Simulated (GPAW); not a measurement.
## Li/Cu(111): work function by functional and basis

Wanted: work functions and dipole of Li/Cu(111), with the cost of each level.

Calculated with GPAW 26.7.0; GPAW, PAW setups; slab in vacuum, relaxation, in the first sound run; inputs show where later runs differ.

## (1) The structure

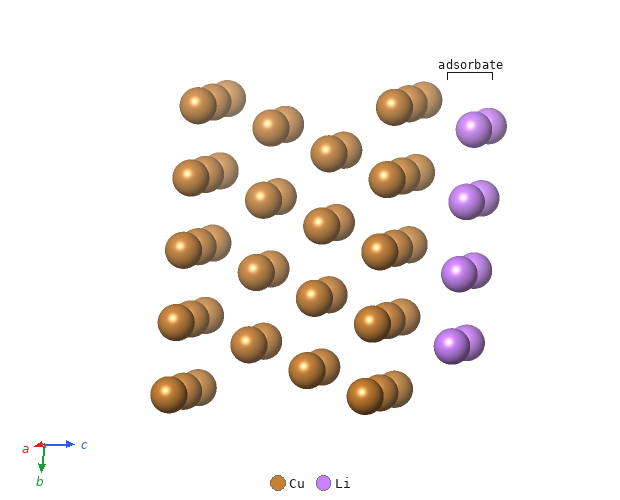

The starting structure, seen from the side, with the c axis across the page (copper orange, lithium purple). 2×4×1 cells are drawn. Some periodic images of atoms are drawn too.

The cell holds 5 atoms: 4 Cu and 1 Li. Cell: a = 2.553 Å, b = 2.553 Å, c = 26.551 Å, α = 90.0°, β = 90.0°, γ = 60.0°. Vacuum lies along c.

## (2) Relaxing the atoms

Forces are removed first; all later runs use this geometry. The lowest 2 atoms are held at bulk positions and keep their forces.

The input, run.py:

```python
import json
import numpy as np
from ase import Atoms
from ase.constraints import FixAtoms
from ase.optimize import BFGS
from gpaw import GPAW, PW

slab = Atoms(
    ['Cu', 'Cu', 'Cu', 'Cu', 'Li'],
    positions=[
        [0.00000, 0.00000, 9.00000],
        [1.27633, 0.73689, 11.08423],
        [2.55266, 1.47378, 13.16847],
        [0.00000, 0.00000, 15.25270],
        [1.27633, 0.73689, 17.55072]],
    cell=[[2.55266, 0.0, 0.0], [1.27633, 2.21066, 0.0], [0.0, 0.0, 26.55072]],
    pbc=[True, True, False])

slab.calc = GPAW(mode=PW(400), xc='PBE', kpts={'size': (14, 14, 1), 'gamma': True},
                 occupations={'name': 'fermi-dirac', 'width': 0.1}, nbands='300%',
                 convergence={'density': 1e-05}, maxiter=200,
                 poissonsolver={'dipolelayer': 'xy'},
                 symmetry={'tolerance': 1e-3, 'extra_ids': [1, 1, 0, 0, 0]}, txt='slab.txt')
result = {}
slab.set_constraint(FixAtoms([0, 1]))
path = []
opt = BFGS(slab, maxstep=0.2)
opt.attach(lambda: path.append((slab.get_potential_energy(), slab.positions.tolist(), slab.get_forces().tolist())))
result['relaxed'] = bool(opt.run(fmax=0.03, steps=40))
result['path'] = path
energy = slab.get_potential_energy()
fermi = slab.calc.get_fermi_level()
v = slab.calc.get_electrostatic_potential().mean((0, 1)) - fermi
n = slab.calc.get_pseudo_density().mean((0, 1))
L = slab.cell[2, 2]
z = np.arange(len(v)) * L / len(v)
low, high = slab.positions[:, 2].min(), slab.positions[:, 2].max()
below, above = np.interp([low - 6.8, high + 6.8], z, v)
slopes = [np.interp(x, z, np.gradient(v, z)) for x in (low - 6.8, high + 6.8)]
eps = np.array([[slab.calc.get_eigenvalues(k, s) for k in range(len(slab.calc.get_ibz_k_points()))]
                for s in range(slab.calc.get_number_of_spins())]) - fermi
top, bottom = eps[eps < 0].max(), eps[eps > 0].min()
dipole = slab.get_dipole_moment()[2]
print(f'energy {energy:.4f} eV, Fermi level {fermi:.4f} eV, dipole {dipole:.5f} e A')
print(f'potential 6.8 A off the faces, from the Fermi level: lower {below:.4f} eV, upper {above:.4f} eV')
print(f'slope of the potential there: lower {slopes[0]:.5f}, upper {slopes[1]:.5f} eV/A')
print(f'nearest levels on the mesh: {top:.4f} and {bottom:.4f} eV')
print('magnetic moment', round(slab.get_magnetic_moment(), 3))
result.update(energy=energy, fermi=fermi, dipole=dipole, below=below, above=above, slopes=slopes, edges=[top, bottom],
              z=z.tolist(), v=v.tolist(), n=n.tolist(), positions=slab.positions.tolist(),
              forces=slab.get_forces(apply_constraint=False).tolist(), moments=slab.get_magnetic_moments().tolist())
json.dump(result, open('result.json', 'w'))
```

On the command line:

```sh
$ OMP_NUM_THREADS=1 OPENBLAS_NUM_THREADS=1 python run.py
```

The program printed:

```text
Step          Energy          fmax
BFGS:    0      -15.206282        0.436869
BFGS:    1      -15.210232        0.398250
BFGS:    2      -15.234257        0.245563
BFGS:    3      -15.235232        0.225531
BFGS:    4      -15.240548        0.030524
BFGS:    5      -15.240583        0.027220
energy -15.2068 eV, Fermi level 0.0996 eV, dipole 0.02183 e A
potential 6.8 A off the faces, from the Fermi level: lower 4.8182 eV, upper 4.1375 eV
slope of the potential there: lower -0.00020, upper 0.00033 eV/A
nearest levels on the mesh: -0.0470 and 0.0070 eV
magnetic moment 0.0
```

The job ended after 21 min (1 thread of Arm Neoverse N1, shared host; peak memory 0.24 GiB).

The steps of the relaxation:

| step | energy less that of the first step (eV) | largest force (eV/Å) |
| --- | --- | --- |
| 1 | 0.0000 | 0.4369 |
| 2 | -0.0039 | 0.3983 |
| 3 | -0.0273 | 0.2456 |
| 4 | -0.0283 | 0.2255 |
| 5 | -0.0337 | 0.0305 |
| 6 | -0.0337 | 0.0272 |

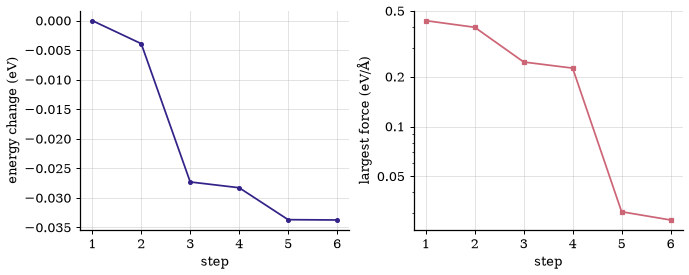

Energy and largest force along the relaxation.

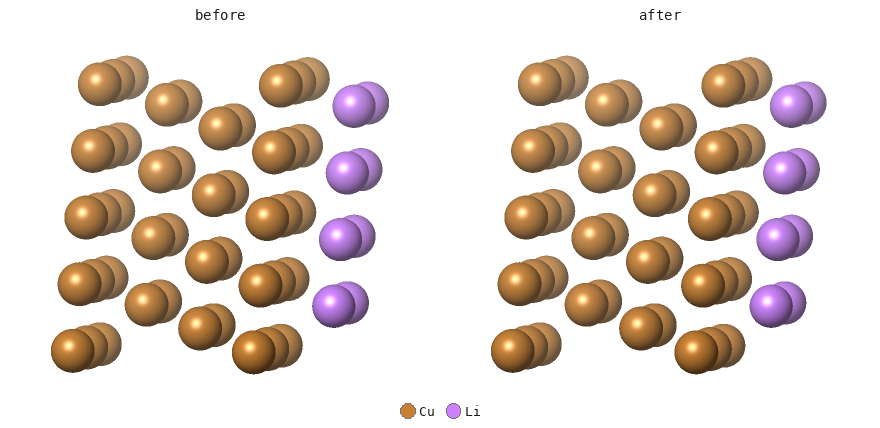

The structure before and after the relaxation, drawn at the same scale.

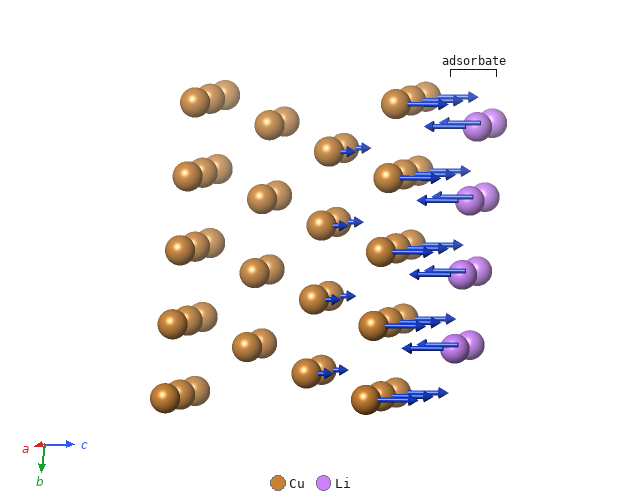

Displacements in the relaxation, exaggerated; the longest in the cell stands for 0.09 Å. 2×4×1 cells are drawn. Some periodic images of atoms are drawn too.

The atoms that moved most (Å):

| atom | dx | dy | dz | length |
| --- | --- | --- | --- | --- |
| Li5 | 0.000 | 0.000 | -0.090 | 0.090 |
| Cu4 | 0.000 | 0.000 | 0.088 | 0.088 |
| Cu3 | 0.000 | 0.000 | 0.033 | 0.033 |

The relaxed structure:

```cif
data_structure
_symmetry_space_group_name_H-M 'P 1'
_symmetry_Int_Tables_number 1
_cell_length_a 2.5527
_cell_length_b 2.5527
_cell_length_c 26.5507
_cell_angle_alpha 90.000
_cell_angle_beta 90.000
_cell_angle_gamma 60.000
_cell_volume 149.83
loop_
_atom_site_label
_atom_site_type_symbol
_atom_site_fract_x
_atom_site_fract_y
_atom_site_fract_z
_atom_site_occupancy
Cu1 Cu 0.00000 0.00000 0.33897 1
Cu2 Cu 0.33333 0.33333 0.41747 1
Cu3 Cu 0.66667 0.66667 0.49724 1
Cu4 Cu 0.00000 0.00000 0.57780 1
Li5 Li 0.33333 0.33333 0.65763 1
```

Numbers from this step:

```
dipole along the normal                    : 0.02183 e·Å
levels nearest the Fermi level on the mesh : -0.04697, 0.006971 eV from the Fermi level
upper work function                        : 4.137 eV
lower work function                        : 4.818 eV
```

The electrostatic potential energy of an electron (without an applied field's), less the Fermi level, planar mean oscillates, so the rows of the table below give means over windows of 2.12 Å about each position, cut where the curve ends. Its maxima inside the range that stand out by 2 % of the span (Å: eV): 10.0: -0.0717, 12.1: 0.202, 14.2: 0.300, 16.5: 0.723. Its minima: 9.0: -18.9, 11.0: -19.1, 13.2: -19.0, 15.3: -18.9, 17.5: -6.19.

The electrostatic potential energy of an electron (without an applied field's), less the Fermi level, planar mean by z; means over each step:

| z (Å) | electrostatic potential energy of an electron (without an applied field's), less the Fermi level, planar mean (eV) |
| --- | --- |
| 1.06 | 4.79 |
| 3.18 | 4.82 |
| 5.30 | 4.81 |
| 7.42 | 2.74 |
| 9.54 | -8.00 |
| 11.66 | -7.92 |
| 13.78 | -7.77 |
| 15.90 | -7.27 |
| 18.02 | -1.80 |
| 20.14 | 3.88 |
| 22.26 | 4.13 |
| 24.38 | 4.14 |

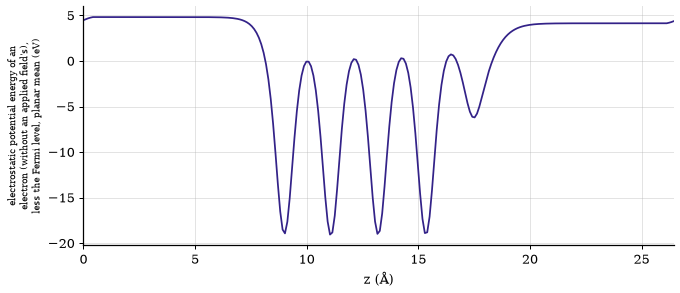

Electrostatic potential energy of an electron (without an applied field's), less the Fermi level, planar mean, plotted against z.

The pseudo valence density, planar mean oscillates, so the rows of the table below give means over windows of 2.12 Å about each position, cut where the curve ends. Its maxima inside the range that stand out by 2 % of the span (Å: e/Å³): 8.9: 2.32, 11.0: 2.41, 13.2: 2.41, 15.3: 2.39. Its minima: 10.0: 0.244, 12.1: 0.233, 14.2: 0.225.

Pseudo valence density, planar mean against z; means over each step:

| z (Å) | pseudo valence density, planar mean (e/Å³) |
| --- | --- |
| 3.18 | 0 |
| 5.30 | 3.4e-4 |
| 7.42 | 0.0892 |
| 9.54 | 0.929 |
| 11.66 | 0.921 |
| 13.78 | 0.913 |
| 15.90 | 0.853 |
| 18.02 | 0.0505 |
| 20.14 | 0.00538 |
| 22.26 | 7.5e-5 |

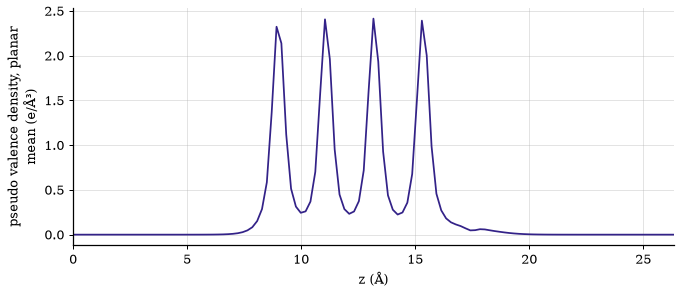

Pseudo valence density, planar mean against z.

The relaxation lowered the energy of the cell by 0.0337 eV (energies extrapolated to zero smearing; the optimiser's log prints free energies). The largest force left on a free atom is 0.027 eV/Å.

## (3) The slab's potential

With the geometry fixed, the planar mean of the potential gives the vacuum level on each side.

This step: GPAW, PAW setups; slab in vacuum (GPAW 26.7.0).

run.py: that of step 2 with these lines changed.

```diff
@@ -3,4 +3,2 @@
 from ase import Atoms
-from ase.constraints import FixAtoms
-from ase.optimize import BFGS
 from gpaw import GPAW, PW
@@ -12,5 +10,5 @@
         [1.27633, 0.73689, 11.08423],
-        [2.55266, 1.47378, 13.16847],
-        [0.00000, 0.00000, 15.25270],
-        [1.27633, 0.73689, 17.55072]],
+        [2.55266, 1.47378, 13.20196],
+        [-0.00000, 0.00000, 15.34110],
+        [1.27633, 0.73689, 17.46042]],
     cell=[[2.55266, 0.0, 0.0], [1.27633, 2.21066, 0.0], [0.0, 0.0, 26.55072]],
@@ -22,10 +20,4 @@
                  poissonsolver={'dipolelayer': 'xy'},
-                 symmetry={'tolerance': 1e-3, 'extra_ids': [1, 1, 0, 0, 0]}, txt='slab.txt')
+                 symmetry={'tolerance': 1e-3}, txt='slab.txt')
 result = {}
-slab.set_constraint(FixAtoms([0, 1]))
-path = []
-opt = BFGS(slab, maxstep=0.2)
-opt.attach(lambda: path.append((slab.get_potential_energy(), slab.positions.tolist(), slab.get_forces().tolist())))
-result['relaxed'] = bool(opt.run(fmax=0.03, steps=40))
-result['path'] = path
 energy = slab.get_potential_energy()
```

The program printed:

```text
energy -15.2068 eV, Fermi level 0.0996 eV, dipole 0.02182 e A
potential 6.8 A off the faces, from the Fermi level: lower 4.8182 eV, upper 4.1375 eV
slope of the potential there: lower -0.00018, upper 0.00032 eV/A
nearest levels on the mesh: -0.0469 and 0.0069 eV
magnetic moment 0.0
```

Elapsed: 6.4 min, on 1 thread; peak memory 0.24 GiB.

This step gave:

```yaml
dipole_along_the_normal: 0.02182 e·Å
levels_nearest_the_fermi_level_on_the_mesh: -0.04692, 0.006929 eV from the Fermi level
```

The electrostatic potential energy of an electron (without an applied field's), less the Fermi level, planar mean oscillates, so the rows of the table below give means over windows of 2.12 Å about each position, cut where the curve ends. Its maxima inside the range that stand out by 2 % of the span (Å: eV): 10.0: -0.0716, 12.1: 0.203, 14.2: 0.300, 16.5: 0.723. Its minima: 9.0: -18.9, 11.0: -19.1, 13.2: -19.0, 15.3: -18.9, 17.5: -6.19.

The electrostatic potential energy of an electron (without an applied field's), less the Fermi level, planar mean by z; means over each step:

(Unchanged from step 2.)

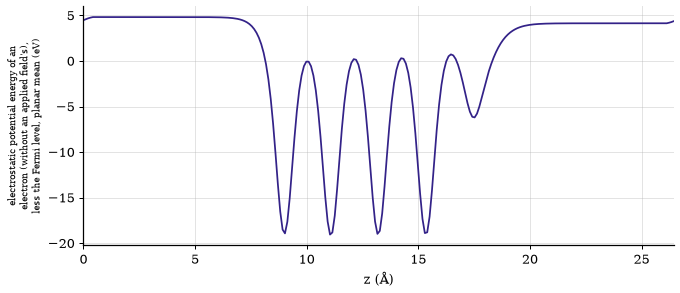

Electrostatic potential energy of an electron (without an applied field's), less the Fermi level, planar mean, plotted against z.

The pseudo valence density, planar mean oscillates, so the rows of the table below give means over windows of 2.12 Å about each position, cut where the curve ends. Its maxima inside the range that stand out by 2 % of the span (Å: e/Å³): 8.9: 2.32, 11.0: 2.41, 13.2: 2.41, 15.3: 2.39. Its minima: 10.0: 0.244, 12.1: 0.233, 14.2: 0.225.

Table of pseudo valence density, planar mean by z; means over each step:

| z (Å) | pseudo valence density, planar mean (e/Å³) |
| --- | --- |
| 3.18 | 0 |
| 5.30 | 3.4e-4 |
| 7.42 | 0.0892 |
| 9.54 | 0.929 |
| 11.66 | 0.921 |
| 13.78 | 0.913 |
| 15.90 | 0.853 |
| 18.02 | 0.0505 |
| 20.14 | 0.00538 |
| 22.26 | 7.5e-5 |

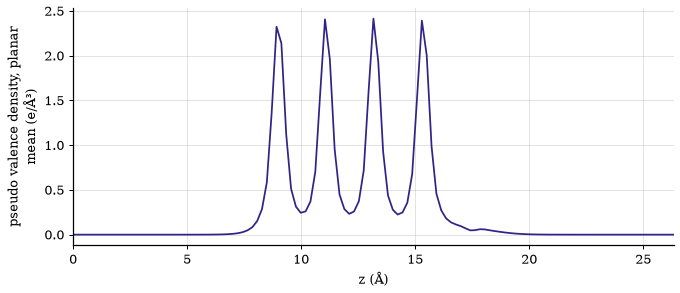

Pseudo valence density, planar mean against z.

Force by atom:

| atom | x (eV/Å) | y (eV/Å) | z (eV/Å) | size |
| --- | --- | --- | --- | --- |
| Cu1 | 0.000 | 0.000 | -0.067 | 0.067 |
| Cu2 | 0.000 | 0.000 | 0.130 | 0.130 |
| Cu3 | 0.000 | 0.000 | -0.017 | 0.017 |
| Cu4 | 0.000 | 0.000 | -0.020 | 0.020 |
| Li5 | 0.000 | 0.000 | -0.027 | 0.027 |

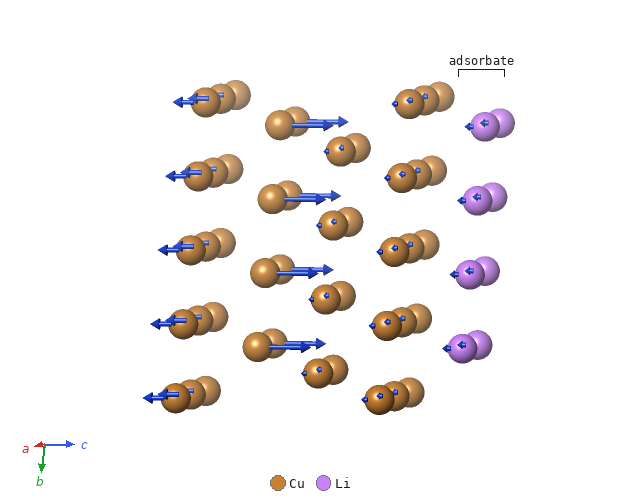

Force as arrows, the longest 0.130 eV/Å. 2×4×1 cells are drawn. Some periodic images of atoms are drawn too.

The potential is flat to 3.2e-4 eV/Å where it is read, so the vacuum is wide enough.

## (4) Self-consistent run: xc = "LDA"

The same geometry under LDA, to see how far the functional moves the levels against the vacuum.

run.py: that of step 3 with these lines changed.

```diff
@@ -16,3 +16,3 @@
 
-slab.calc = GPAW(mode=PW(400), xc='PBE', kpts={'size': (14, 14, 1), 'gamma': True},
+slab.calc = GPAW(mode=PW(400), xc='LDA', kpts={'size': (14, 14, 1), 'gamma': True},
                  occupations={'name': 'fermi-dirac', 'width': 0.1}, nbands='300%',
```

The program printed:

```text
energy -19.0174 eV, Fermi level -0.1867 eV, dipole 0.03038 e A
potential 6.8 A off the faces, from the Fermi level: lower 5.1760 eV, upper 4.2214 eV
slope of the potential there: lower -0.00021, upper 0.00035 eV/A
nearest levels on the mesh: -0.0281 and 0.0160 eV
magnetic moment 0.0
```

Wall time 6.4 min (1 thread); peak memory 0.24 GiB.

Numbers from this step:

```
dipole along the normal                    : 0.03038 e·Å
levels nearest the Fermi level on the mesh : -0.02806, 0.01604 eV from the Fermi level
upper work function                        : 4.221 eV
lower work function                        : 5.176 eV
```

The electrostatic potential energy of an electron (without an applied field's), less the Fermi level, planar mean oscillates, so the rows of the table below give means over windows of 2.12 Å about each position, cut where the curve ends. Its maxima inside the range that stand out by 2 % of the span (Å: eV): 1.2: 5.18, 10.0: 0.404, 12.1: 0.671, 14.2: 0.766, 16.5: 1.06. Its minima: 9.0: -18.5, 11.0: -18.6, 13.2: -18.6, 15.3: -18.5, 17.5: -6.03.

Electrostatic potential energy of an electron (without an applied field's), less the Fermi level, planar mean against z; means over each step:

| z (Å) | electrostatic potential energy of an electron (without an applied field's), less the Fermi level, planar mean (eV) |
| --- | --- |
| 1.06 | 5.13 |
| 3.18 | 5.18 |
| 5.30 | 5.17 |
| 7.42 | 3.13 |
| 9.54 | -7.55 |
| 11.66 | -7.47 |
| 13.78 | -7.33 |
| 15.90 | -6.90 |
| 18.02 | -1.67 |
| 20.14 | 3.96 |
| 22.26 | 4.22 |
| 24.38 | 4.22 |

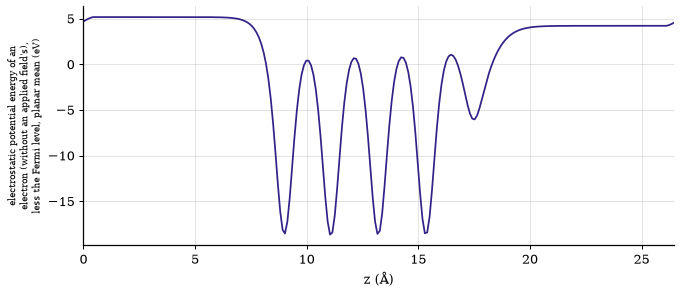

Electrostatic potential energy of an electron (without an applied field's), less the Fermi level, planar mean against z.

The pseudo valence density, planar mean oscillates, so the rows of the table below give means over windows of 2.12 Å about each position, cut where the curve ends. Its maxima inside the range that stand out by 2 % of the span (Å: e/Å³): 8.9: 2.32, 11.0: 2.40, 13.2: 2.41, 15.3: 2.39. Its minima: 10.0: 0.244, 12.1: 0.233, 14.2: 0.225.

Pseudo valence density, planar mean against z; means over each step:

| z (Å) | pseudo valence density, planar mean (e/Å³) |
| --- | --- |
| 3.18 | 0 |
| 5.30 | 3.1e-4 |
| 7.42 | 0.0893 |
| 9.54 | 0.929 |
| 11.66 | 0.921 |
| 13.78 | 0.913 |
| 15.90 | 0.853 |
| 18.02 | 0.0500 |
| 20.14 | 0.00538 |
| 22.26 | 7.8e-5 |

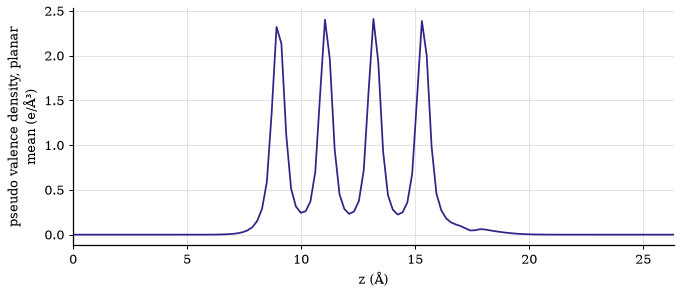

Pseudo valence density, planar mean, plotted against z.

Force by atom:

| atom | x (eV/Å) | y (eV/Å) | z (eV/Å) | size |
| --- | --- | --- | --- | --- |
| Cu1 | 0.000 | 0.000 | 0.456 | 0.456 |
| Cu2 | 0.000 | 0.000 | 0.107 | 0.107 |
| Cu3 | 0.000 | 0.000 | -0.040 | 0.040 |
| Cu4 | 0.000 | 0.000 | -0.274 | 0.274 |
| Li5 | 0.000 | 0.000 | -0.253 | 0.253 |

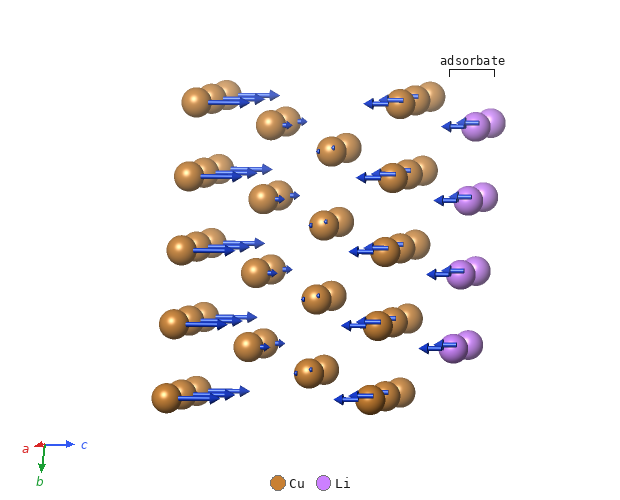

Force as arrows, the longest 0.456 eV/Å. 2×4×1 cells are drawn. Some periodic images of atoms are drawn too.

The upper face's work function is 4.221 eV, against 4.137 eV in the first plane-wave PBE run at this geometry.

## (5) Self-consistent run: xc = "revPBE"

The same geometry under revPBE, to see how far the functional moves the levels against the vacuum.

run.py: that of step 4 with these lines changed.

```diff
@@ -16,3 +16,3 @@
 
-slab.calc = GPAW(mode=PW(400), xc='LDA', kpts={'size': (14, 14, 1), 'gamma': True},
+slab.calc = GPAW(mode=PW(400), xc='revPBE', kpts={'size': (14, 14, 1), 'gamma': True},
                  occupations={'name': 'fermi-dirac', 'width': 0.1}, nbands='300%',
```

The program printed:

```text
energy -13.5135 eV, Fermi level 0.2011 eV, dipole 0.01851 e A
potential 6.8 A off the faces, from the Fermi level: lower 4.6659 eV, upper 4.0916 eV
slope of the potential there: lower -0.00019, upper 0.00038 eV/A
nearest levels on the mesh: -0.0481 and 0.0049 eV
magnetic moment 0.0
```

Elapsed: 5.7 min, on 1 thread; peak memory 0.24 GiB.

Numbers from this step:

- dipole along the normal: 0.01851 e·Å
- levels nearest the Fermi level on the mesh: -0.04811, 0.004931 eV from the Fermi level
- upper work function: 4.092 eV
- lower work function: 4.666 eV

The upper face's work function is 4.092 eV, against 4.137 eV in the first plane-wave PBE run at this geometry.

(Continued in part 2 of 2.)

[Logs are printed without paths, hosts, clocks, repeated set-up lines and the standing remarks that a program may print on its own settings, such as how far it seeks lower states.]

[Hosts, paths, dates, database ids (printed as entryN), source tags and the programs' standing remarks are cut or masked in the printed files.]
